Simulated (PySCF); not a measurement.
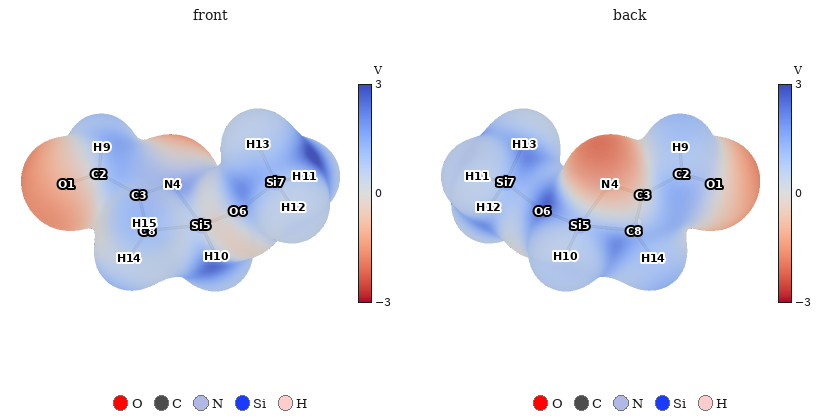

The picture shows: C$_{3}$H$_{7}$NO$_{2}$Si$_{2}$. The electrostatic potential painted on the density surface at 0.004 e/bohr³, seen from the front and from behind; the colour scale runs from red (negative) to blue (positive).

Geometry: GFN2-xTB.

All numbers below come from PBE0/pcSseg-1, SCF density, gas phase, non-relativistic (PySCF 2.14.0).

Input file:

```
{"job": {"kind": "nmr", "xc": "PBE0", "basis": "pcSseg-1"}, "charge": 0, "multiplicity": 1}
O     -3.593756     1.273881    -0.848712
C     -2.773807     0.473252    -1.214161
C     -1.608938     0.043699    -0.420760
N     -0.808638    -0.880466    -0.819258
Si     0.160658    -0.810437     0.689203
O      1.680206    -0.319901     0.532830
Si     3.130689    -0.126469    -0.190337
C     -1.171429     0.555811     0.916704
H     -2.830799    -0.022987    -2.200892
H      0.116178    -2.010480     1.497672
H      3.600611    -1.455210    -0.570565
H      3.931857     0.486272     0.865607
H      2.946906     0.749336    -1.344500
H     -1.930617     0.456621     1.688087
H     -0.853536     1.595068     0.880205
```

Run with:

```sh
OMP_NUM_THREADS=1 python probes_run.py task.json out
```

Question: Describe the electrostatic potential map.

Answer: The most negative region (about −2.0 V, or −46 kcal/mol for a unit charge) lies over N4, the most positive (about +2.8 V, or +65 kcal/mol for a unit charge) over Si7. N4 is the likeliest acceptor of a hydrogen bond.
